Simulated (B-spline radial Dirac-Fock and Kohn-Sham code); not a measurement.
Neutral potassium. Method: Dirac partial waves in the static Dirac–Fock field with Furness–McCarthy exchange, no polarisation or absorption (computed with a B-spline radial code).

Before looking at the plot, say what to expect. Its caption: A map of the Sherman function for elastic electron scattering over angle and energy (one row an energy, not to scale).

The largest polarisation on this grid is S = −0.042 at 66.2 keV and 115°. At the highest energy, 66.2 keV, the extreme is −0.042 near 115°.

Here it is:

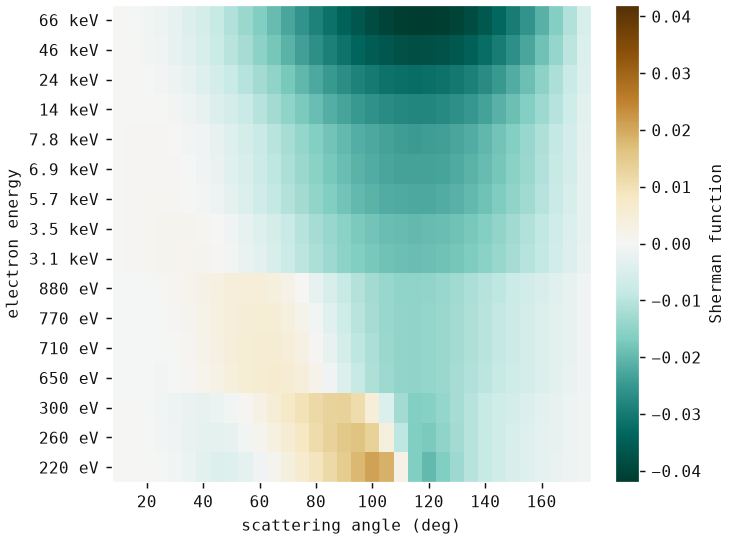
